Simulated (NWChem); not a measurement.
# [CHO2]− (formate(1-)): levels of theory compared

Wanted: a comparison of 5 runs (HF/STO-3G, HF/def2-SVP, B3LYP/6-31G*, B3LYP/def2-TZVP) of [CHO2]− (formate(1-)). 

The calculation is run with NWChem 7.3.0.

## (1) The structure to begin with

[CHO2]−: 4 atoms, total charge -1, spin state singlet. As SMILES, `O=C[O-]`. The shape is that of a PBE0-D4/def2-TZVPD optimisation.

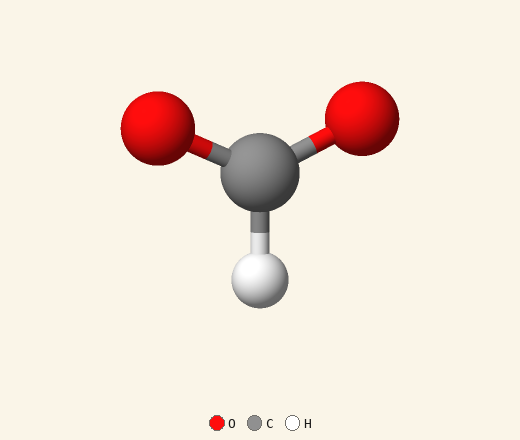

Viewed from a chosen angle; oxygen red, carbon grey, hydrogen white.

## (2) Energy and forces at HF/STO-3G (run 1)

File run.py:

```python
from ase import Atoms
from ase.calculators.nwchem import NWChem

mol = Atoms(['O', 'C', 'O', 'H'], positions=[
    [-1.183780, 0.021190, 0.418310],
    [-0.008510, -0.020630, 0.007780],
    [0.790720, -0.973690, -0.058790],
    [0.401570, 0.973130, -0.367300],
])

calc = NWChem(
    label='input',
    theory='scf',
    memory='2200 mb',
    basis='STO-3G',
    basispar='spherical bse',
    charge=-1,
    scf={'nopen': '0', 'rhf': None, 'thresh': '1e-08', 'maxiter': '80', 'print': 'low'},
)
mol.calc = calc

forces = mol.get_forces()
e = mol.get_potential_energy()
print(f"E = {e:.6f} eV")
print("forces (eV/A):")
for s, f in zip(mol.symbols, forces):
    print(f"{s:2s} {f[0]:10.5f} {f[1]:10.5f} {f[2]:10.5f}")
```

Command:

```
$ export ASE_NWCHEM_COMMAND="nwchem PREFIX.nwi > PREFIX.nwo"
$ python run.py
```

The program printed:

```text
E = -5046.479330 eV
forces (eV/A):
O    -1.83150    0.09436    0.63301
C     0.35147    0.85330   -0.32170
O     1.26586   -1.46651   -0.11539
H     0.21417    0.51885   -0.19592
```

The calculator wrote input.nwi:

```
title "input"

permanent_dir input

scratch_dir input

start input

geometry units angstrom nocenter noautosym noautoz
  O  -1.1837800000000001e+00 2.1190000000000001e-02 4.1831000000000002e-01
  C  -8.5100000000000002e-03 -2.0629999999999999e-02 7.7799999999999996e-03
  O  7.9071999999999998e-01 -9.7369000000000006e-01 -5.8790000000000002e-02
  H  4.0156999999999998e-01 9.7313000000000005e-01 -3.6730000000000002e-01
end

charge -1

memory 2200 mb

basis spherical bse noprint
   * library STO-3G
end

scf
  nopen 0
  rhf
  thresh 1e-08
  maxiter 80
  print low
end

task scf gradient
```

input.nwo:

```text
Northwest Computational Chemistry Package (NWChem) 7.3.0
             --------------------------------------------------------

           Job information
           ---------------

    nwchem branch   = 7.3.0
    use scalapack   = T
    input           = input.nwi
    prefix          = input.
    data base       = input/input.db
    status          = startup
    nproc           =        1

           Memory information
           ------------------

[... 5 lines left out ...]
    hardfail = no
[... 97 lines left out ...]
       Final RHF  results
[... 3 lines left out ...]
      One-electron energy =   -390.568035365047
[... 1 line left out ...]
 Nuclear repulsion energy =     62.760032394760
[... 1 line left out ...]
        Time for solution =      0.4s

                              NWChem Gradients Module
                              -----------------------

                         RHF ENERGY GRADIENTS

    atom               coordinates                        gradient
                 x          y          z           x          y          z
   1 O      -2.237020   0.040043   0.790491    0.035617  -0.001835  -0.012310
   2 C      -0.016082  -0.038985   0.014702   -0.006835  -0.016594   0.006256
   3 O       1.494244  -1.840007  -0.111097   -0.024617   0.028519   0.002244
   4 H       0.758857   1.838949  -0.694096   -0.004165  -0.010090   0.003810

 Task  times  cpu:        0.5s     wall:        0.5s
 Total times  cpu:        0.5s     wall:        0.5s
```

Run time: 2 s. Hardware: 1 thread of Intel Xeon Platinum 8175M at 2.50GHz (Skylake/Cascade Lake), shared host; peak memory 0.099 GiB.

## (3) Energy and forces at HF/def2-SVP (run 2)

File run.py:

```python
from ase import Atoms
from ase.calculators.nwchem import NWChem

mol = Atoms(['O', 'C', 'O', 'H'], positions=[
    [-1.183780, 0.021190, 0.418310],
    [-0.008510, -0.020630, 0.007780],
    [0.790720, -0.973690, -0.058790],
    [0.401570, 0.973130, -0.367300],
])

calc = NWChem(
    label='cho2',
    theory='scf',
    memory='2200 mb',
    basis='def2-SVP',
    basispar='spherical bse',
    charge=-1,
    scf={'nopen': '0', 'rhf': None, 'thresh': '1e-08', 'maxiter': '80'},
)
mol.calc = calc

forces = mol.get_forces()
print(f"energy = {mol.get_potential_energy():.6f} eV")
print("forces (eV/A):")
for s, f in zip(mol.symbols, forces):
    print(f"{s:2s} {f[0]:10.5f} {f[1]:10.5f} {f[2]:10.5f}")
print("dipole (e A):", mol.get_dipole_moment().round(4))
```

Command:

```
$ export ASE_NWCHEM_COMMAND="nwchem PREFIX.nwi > PREFIX.nwo"
$ python run.py
```

The program printed:

```text
energy = -5116.721099 eV
forces (eV/A):
O     1.62231    0.00190   -0.58045
C    -0.50877   -1.23187    0.46532
O    -1.06223    1.35441    0.06824
H    -0.05132   -0.12444    0.04690
dipole (e A): [ 0.2382  0.5773 -0.2179]
```

The calculator wrote cho2.nwi:

```
title "cho2"

permanent_dir cho2

scratch_dir cho2

start cho2

geometry units angstrom nocenter noautosym noautoz
  O  -1.1837800000000001e+00 2.1190000000000001e-02 4.1831000000000002e-01
  C  -8.5100000000000002e-03 -2.0629999999999999e-02 7.7799999999999996e-03
  O  7.9071999999999998e-01 -9.7369000000000006e-01 -5.8790000000000002e-02
  H  4.0156999999999998e-01 9.7313000000000005e-01 -3.6730000000000002e-01
end

charge -1

memory 2200 mb

basis spherical bse noprint
   * library def2-SVP
end

scf
  nopen 0
  rhf
  thresh 1e-08
  maxiter 80
end

task scf gradient
```

cho2.nwo:

```text
Northwest Computational Chemistry Package (NWChem) 7.3.0
             --------------------------------------------------------

           Job information
           ---------------

    nwchem branch   = 7.3.0
    use scalapack   = T
    input           = cho2.nwi
    prefix          = cho2.
    data base       = cho2/cho2.db
    status          = startup
    nproc           =        1

           Memory information
           ------------------

[... 5 lines left out ...]
    hardfail = no
[... 122 lines left out ...]
         Quadratically convergent ROHF
[... 15 lines left out ...]
       Final RHF  results
[... 4 lines left out ...]
      Two-electron energy =    139.054752645563
[... 31 lines left out ...]
                       ROHF Final Molecular Orbital Analysis
[... 214 lines left out ...]
                 ----------------------------------------
                 |  Time  |  1-e(secs)   |  2-e(secs)   |
                 ----------------------------------------
                 |  CPU   |       0.00   |       1.04   |
                 ----------------------------------------
                 |  WALL  |       0.00   |       1.04   |
                 ----------------------------------------

 Task  times  cpu:        4.9s     wall:        4.9s
 Total times  cpu:        4.9s     wall:        4.9s
```

Run time: 6.9 s. Hardware: 1 thread of Intel Xeon Platinum 8175M at 2.50GHz (Skylake/Cascade Lake), shared host; peak memory 0.1 GiB.

Runs 3 to 4 aren't shown in full; the table further down has their settings and results.

## (4) Energy and forces at B3LYP/def2-TZVP (run 5)

File cho2.nw:

```
start cho2
title "CHO2"
memory total 2200 mb
charge -1

geometry units angstrom noautosym nocenter noautoz
 O    -1.183780    0.021190    0.418310
 C    -0.008510   -0.020630    0.007780
 O     0.790720   -0.973690   -0.058790
 H     0.401570    0.973130   -0.367300
end

basis spherical bse
 * library def2-TZVP
end

dft
 xc b3lyp
 grid fine
 convergence energy 1e-08
 iterations 100
 mulliken
end

task dft gradient
```

Command:

```
$ nwchem cho2.nw > cho2.out
```

The program printed:

```text
[...]
          Wavefunction type:  closed shell.
          No. of atoms     :     4
          No. of electrons :    24
[...]
          Charge           :    -1
          Spin multiplicity:     1
[...]
          AO basis - number of functions:    99
[...]
              XC Information
              --------------
                         B3LYP Method XC Potential
                     Hartree-Fock (Exact) Exchange  0.200
                        Slater Exchange Functional  0.800 local
                    Becke 1988 Exchange Functional  0.720 non-local
              Lee-Yang-Parr Correlation Functional  0.810
                  VWN I RPA Correlation Functional  0.190 local
[...]
 d= 0,ls=0.0,diis     1   -189.1002622578 -2.52D+02  1.47D-02  2.17D+00     4.3
[...]
 d= 0,ls=0.0,diis     8   -189.2869331705 -8.41D-11  1.46D-06  4.23D-08    26.6
         Total DFT energy =     -189.286933170471
      One electron energy =     -390.020088375392
           Coulomb energy =      161.197438017136
    Exchange-Corr. energy =      -23.224315206975
 Nuclear repulsion energy =       62.760032394760
[...]
  wavefunction    = closed shell
                         DFT ENERGY GRADIENTS
    atom               coordinates                        gradient
                 x          y          z           x          y          z
   1 O      -2.237020   0.040043   0.790491    0.004617  -0.000806  -0.001464
   2 C      -0.016082  -0.038985   0.014702   -0.000434  -0.001020   0.000387
   3 O       1.494244  -1.840007  -0.111097   -0.003570   0.003315   0.000515
   4 H       0.758857   1.838949  -0.694096   -0.000613  -0.001489   0.000563
[...]
```

Wall time 37 s (1 thread of Intel Xeon Platinum 8175M at 2.50GHz (Skylake/Cascade Lake), shared host); peak memory 0.13 GiB.

## (5) The series

```csv
run,level,iteration cap,module,energy (Eh),largest force (eV/Å),wall time
1,HF/STO-3G,80,scf,-185.454696,1.941,2 s
2,HF/def2-SVP,80,scf,-188.036034,1.723,6.9 s
3,B3LYP/6-31G* (spherical functions),100,dft,-189.172835,0.734,15 s
4,B3LYP/6-31G* (Cartesian functions),100,dft,-189.177231,0.722,15 s
5,B3LYP/def2-TZVP,100,dft,-189.286933,0.252,37 s
```

## (6) Results

```
                                                    quantity          value
                                         run 5: total energy  -189.28693 Eh
                                          run 5: HOMO energy       -0.66 eV
                                          run 5: LUMO energy        7.16 eV
run 5: HOMO–LUMO gap (to an unbound level, set by the basis)        7.81 eV
                             run 5: largest force on an atom     0.252 eV/Å
```

What this shows: Over runs 2, 3, 4, 5 the HOMO–LUMO gap runs from 7.81 eV (B3LYP/def2-TZVP) to 16.01 eV (HF/def2-SVP). The two ends differ in method and basis. The empty levels of an anion lie above zero and hang on the basis. In runs 3, 4 the HOMO lies above zero, from self-interaction, a short basis or an electron that isn't bound. In run 1 the basis is minimal, so the values are rough. All runs together took 76 s, the longest 37 s.
